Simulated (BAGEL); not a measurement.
**CH3AlO (SMILES [CH3][Al]=[O]): HF/3-21G (density fitting with qzvpp-jkfit)**

What is the vertical electron affinity of CH3AlO at HF/3-21G (density fitting with qzvpp-jkfit)? 

Program for the calculation: BAGEL 1.2.2.

### Step 1. The system as given

CH3AlO: 6 atoms, total charge 0, spin state singlet. SMILES: `[CH3][Al]=[O]`. The coordinates come from a PBE0-D4/def2-TZVP relaxation.

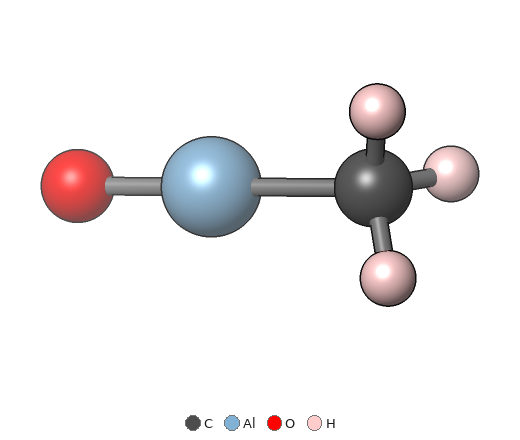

The structure, seen from a chosen angle (carbon dark grey, aluminium light blue, oxygen red, hydrogen pink).

### Step 2. The energy at HF/3-21G (density fitting with qzvpp-jkfit)

The input, input.json:

```json
{ "bagel": [

{
  "title": "molecule",
  "basis": "3-21g",
  "df_basis": "qzvpp-jkfit",
  "angstrom": true,
  "geometry": [
    { "atom": "C", "xyz": [      -0.412500,       0.498200,      -0.315400 ] },
    { "atom": "Al", "xyz": [       0.696700,      -0.841400,       0.532500 ] },
    { "atom": "O", "xyz": [       1.611700,      -1.946300,       1.232100 ] },
    { "atom": "H", "xyz": [       0.065200,       1.479100,      -0.263900 ] },
    { "atom": "H", "xyz": [      -1.383600,       0.560900,       0.180800 ] },
    { "atom": "H", "xyz": [      -0.577400,       0.249400,      -1.366100 ] }
  ]
},

{ "title": "hf" },

{ "title": "print", "file": "orbitals.molden", "orbitals": true }

]}
```

On the command line:

```sh
$ BAGEL_NUM_THREADS=1 BAGEL input.json > input.out
```

Log:

```text
* using 1 threads per process

  ===============================================================
  ===============================================================

  *** Geometry ***

  { "atom" : "C", "xyz" : [     -0.779512,      0.941462,     -0.596020 ] },
  { "atom" : "Al", "xyz" : [      1.316572,     -1.590016,      1.006279 ] },
  { "atom" : "O", "xyz" : [      3.045672,     -3.677974,      2.328332 ] },
  { "atom" : "H", "xyz" : [      0.123210,      2.795094,     -0.498699 ] },
  { "atom" : "H", "xyz" : [     -2.614625,      1.059947,      0.341662 ] },
  { "atom" : "H", "xyz" : [     -1.091128,      0.471298,     -2.581555 ] },

  Number of auxiliary basis functions:      334

  Since a DF basis is specified, we compute 2- and 3-index integrals:
    o Being stored without compression. Storage requirement is 0.004 GB

  Number of basis functions:       37
  Number of electrons      :       30

    * METHOD: MOLECULE                             0.05

  *** RHF ***

  === Nuclear Repulsion ===
    83.9095531779

      * DIIS with orbital gradients will be used.

  === RHF iteration (3-21g) ===
      0       -354.10244256          0.04848150           0.01
      1       -353.65709440          0.08889683           0.01
      2       -354.40560598          0.00369144           0.01
      3       -354.40834207          0.00156747           0.01
      4       -354.40871628          0.00036731           0.01
      5       -354.40877026          0.00013824           0.01
      6       -354.40877893          0.00004453           0.01
      7       -354.40878001          0.00002948           0.01
      8       -354.40878035          0.00001047           0.01
      9       -354.40878040          0.00000232           0.01
     10       -354.40878040          0.00000061           0.01
     11       -354.40878040          0.00000016           0.01
     12       -354.40878040          0.00000004           0.01
     13       -354.40878040          0.00000001           0.01
     14       -354.40878040          0.00000001           0.01
    * SCF iteration converged.

    * Permanent dipole moment:
           (    1.256658,    -1.517400,     0.960831) a.u.

    * METHOD: HF                                   0.14

    * METHOD: PRINT                                0.00

  ===============================================================
```

It took 0.34 s on 1 thread of Arm Neoverse V2, shared host.

### Step 3. The doublet anion at the same level

The input, calc.json:

```json
{ "bagel": [

{
  "title": "molecule",
  "basis": "3-21g",
  "df_basis": "qzvpp-jkfit",
  "angstrom": true,
  "geometry": [
    { "atom": "C", "xyz": [      -0.412500,       0.498200,      -0.315400 ] },
    { "atom": "Al", "xyz": [       0.696700,      -0.841400,       0.532500 ] },
    { "atom": "O", "xyz": [       1.611700,      -1.946300,       1.232100 ] },
    { "atom": "H", "xyz": [       0.065200,       1.479100,      -0.263900 ] },
    { "atom": "H", "xyz": [      -1.383600,       0.560900,       0.180800 ] },
    { "atom": "H", "xyz": [      -0.577400,       0.249400,      -1.366100 ] }
  ]
},

{
  "title": "uhf",
  "charge": -1,
  "nopen": 1
},

{
  "title": "print",
  "file": "orbitals.molden",
  "orbitals": true
}

]}
```

On the command line:

```sh
$ BAGEL_NUM_THREADS=1 BAGEL calc.json > calc.out
```

Log:

```text
* using 1 threads per process

  ===============================================================
  ===============================================================

  *** Geometry ***

  { "atom" : "C", "xyz" : [     -0.779512,      0.941462,     -0.596020 ] },
  { "atom" : "Al", "xyz" : [      1.316572,     -1.590016,      1.006279 ] },
  { "atom" : "O", "xyz" : [      3.045672,     -3.677974,      2.328332 ] },
  { "atom" : "H", "xyz" : [      0.123210,      2.795094,     -0.498699 ] },
  { "atom" : "H", "xyz" : [     -2.614625,      1.059947,      0.341662 ] },
  { "atom" : "H", "xyz" : [     -1.091128,      0.471298,     -2.581555 ] },

  Number of auxiliary basis functions:      334

  Since a DF basis is specified, we compute 2- and 3-index integrals:
    o Being stored without compression. Storage requirement is 0.004 GB

  Number of basis functions:       37
  Number of electrons      :       30

    * METHOD: MOLECULE                             0.05

  *** Open-shell HF ***

  === Nuclear Repulsion ===
    83.9095531779

      * DIIS with orbital gradients will be used.

  === UHF iteration (3-21g) ===
      0       -353.99499189          0.09997384           0.01
      1       -353.53415039          0.17439593           0.01
      2       -353.63780098          0.15435167           0.01
      3       -354.35450676          0.00769921           0.01
      4       -354.35918965          0.00114483           0.01
      5       -354.36041065          0.00068667           0.01
      6       -354.36115566          0.00050571           0.01
      7       -354.36195688          0.00055922           0.01
      8       -354.36136602          0.00058288           0.01
      9       -354.36435810          0.00104414           0.01
     10       -354.35987353          0.00157584           0.01
     11       -354.36527440          0.00121883           0.01
     12       -354.36540857          0.00078935           0.01
     13       -354.36542792          0.00024905           0.01
     14       -354.36543017          0.00005361           0.01
     15       -354.36542989          0.00001273           0.01
     16       -354.36543018          0.00001063           0.01
     17       -354.36543031          0.00000189           0.01
     18       -354.36543032          0.00000062           0.01
     19       -354.36543032          0.00000018           0.01
     20       -354.36543032          0.00000012           0.01
     21       -354.36543032          0.00000012           0.01
     22       -354.36543032          0.00000012           0.01
     23       -354.36543032          0.00000011           0.01
     24       -354.36543032          0.00000009           0.01
     25       -354.36543032          0.00000002           0.01
     26       -354.36543032          0.00000002           0.01
     27       -354.36543032          0.00000001           0.01
     28       -354.36543032          0.00000001           0.01
    * SCF iteration converged.

    * S^2 (UHF) is 1.0948

    * Permanent dipole moment:
           (    0.834248,    -1.007891,     0.637387) a.u.

    * METHOD: UHF                                  0.44

    * METHOD: PRINT                                0.00

  ===============================================================
```

Run time: 0.64 s. Hardware: 1 thread of Arm Neoverse V2, shared host.

### Step 4. What came out

At HF/3-21G (density fitting with qzvpp-jkfit):

| quantity | value |
| --- | --- |
| singlet CH3AlO: total energy | -354.40878 Eh |
| singlet CH3AlO: dipole moment | 5.57 D |
| singlet CH3AlO: HOMO energy | -10.19 eV |
| singlet CH3AlO: LUMO energy | 1.79 eV |
| singlet CH3AlO: HOMO–LUMO gap | 11.98 eV |
| doublet anion: total energy | -354.36543 Eh |
| doublet anion: ⟨S²⟩ | 1.095 |
| vertical electron affinity (to the doublet anion) | -1.180 eV |

The anion lies 1.18 eV (27 kcal/mol) above the neutral: the electron isn't bound at this level, and such a value depends on the basis. Without diffuse functions anions come out too high. Hartree–Fock misses the correlation that binds many anions. ⟨S²⟩ (doublet anion) is 1.09 where a pure doublet has 0.75: the reference is spin-contaminated.
